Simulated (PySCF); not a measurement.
## Electronic structure of C3H8Cl3NSi (Si(NMeEt)Cl3) in real space

The calculation's input:

```
{"job": {"kind": "nmr", "xc": "PBE0", "basis": "pcSseg-1"}, "charge": 0, "multiplicity": 1}
Si    -0.193654     0.501432    -1.816583
N     -0.321005     0.497736    -0.120510
C      0.345560     1.522670     0.656900
C     -0.734153    -0.685029     0.621721
C      0.402455    -1.629277     0.985881
H     -0.289703     1.822766     1.508094
H      1.321446     1.193293     1.056592
H      0.518045     2.418446     0.043821
H     -1.253563    -0.342219     1.534739
H     -1.487243    -1.224268     0.027891
H      0.023535    -2.486365     1.563190
H      0.894331    -2.018166     0.080730
H      1.170194    -1.130067     1.596631
Cl     1.649208    -0.106422    -2.509656
Cl    -0.488557     2.395839    -2.547294
Cl    -1.591266    -0.764299    -2.615718
```

Run with:

```sh
OMP_NUM_THREADS=1 python probes_run.py task.json out
```

Geometry: PBE0-D3(BJ)/def2-SVP.

Theory: PySCF, PBE0/pcSseg-1, SCF density, gas phase, non-relativistic.

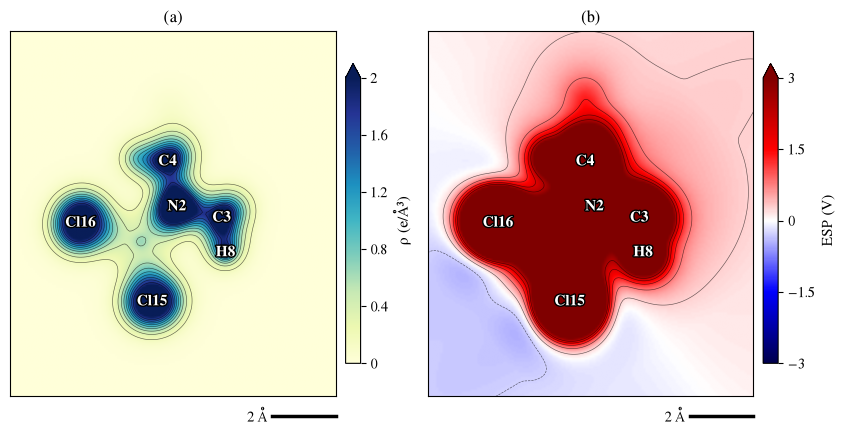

Figure 1. (a) electron density; (b) molecular electrostatic potential on the plane of atoms N2, C3 and H8.

### Describe what can be read from this map.

Atoms in the plane: N, C, H and Cl.
C–N (1.45 Å): the density is about 1.9 e/Å³ at the midpoint.
C–H (1.10 Å): the density is about 2 e/Å³ at the midpoint.
Outside the dense part of the molecule the potential is most negative (−0.5 V) near Cl15.

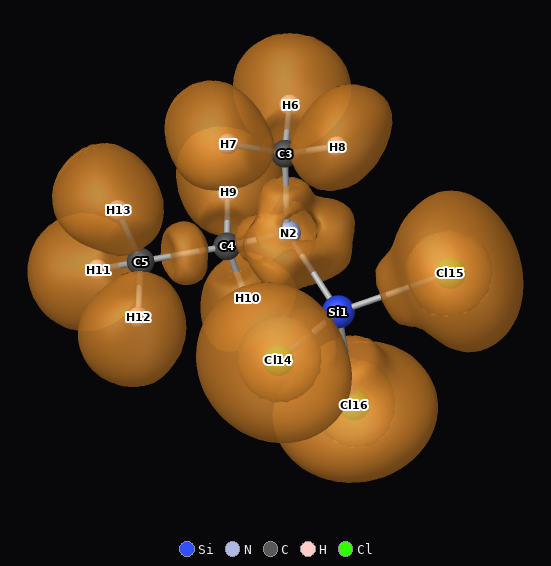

Figure 2. Isosurface of the electron localisation function at 0.75 (orange), seen at a tilt. Core shells and regions of very low density are left out.

### Describe the localisation domains.

The ELF exceeds this value in one region between bonded C–C atoms (shared pairs), eight regions around hydrogen nuclei, three regions on Cl in which the atom's valence shell and bonds are merged and one region on N in which the atom's valence shell and bonds are merged. Profiles from the grid: C–N (1.45 Å): the ELF peaks at about 0.90 between the atoms; a shared electron pair. C–C (1.52 Å): the ELF peaks at about 0.95 between the atoms (a covalent bond).

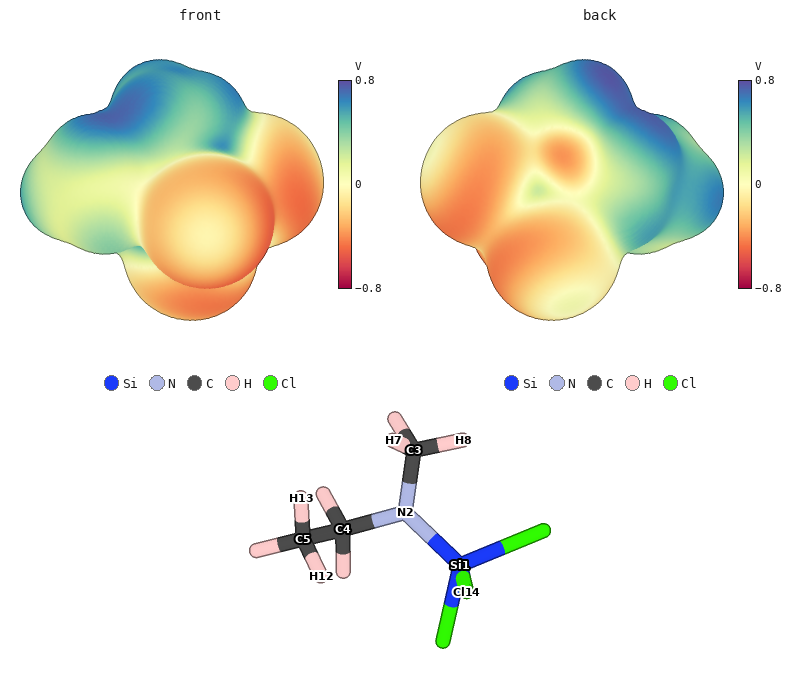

Figure 3. The molecular electrostatic potential painted on the density surface at 0.001 e/bohr³, seen from the front and from behind; red is negative and blue positive. The bare structure is drawn below in the same view.

### Where is the surface potential most negative and most positive?

The most negative region (about −0.5 V) lies over Cl14 and Cl15, the most positive (about +0.8 V) over H6, H7, H9 and H13.

### What dipole moment does the calculation give?

Its dipole moment is 3.04 D.
